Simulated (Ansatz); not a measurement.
Consider CdSe in the wurtzite structure (space group P6_3mc, No. 186; a = 4.383 Å, c = 7.154 Å).

Perturbation: the cell is scaled by 1.0300 in all directions; the atoms relax in the strained cell.

Calculations: Kohn–Sham DFT with the PBE functional, run in Ansatz (a first-principles code) with PAW and 420 eV plane waves, scalar-relativistic without spin-orbit coupling.

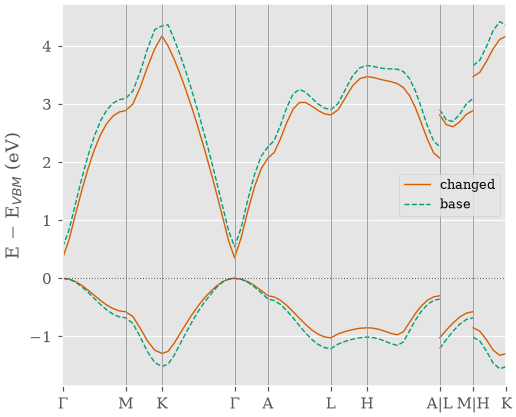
Figure: Highest valence and lowest conduction band along the path, each from its own valence-band maximum

The gap is 0.35 eV, direct at Γ; the base has 0.54 eV.

No phonon test of stability was made.
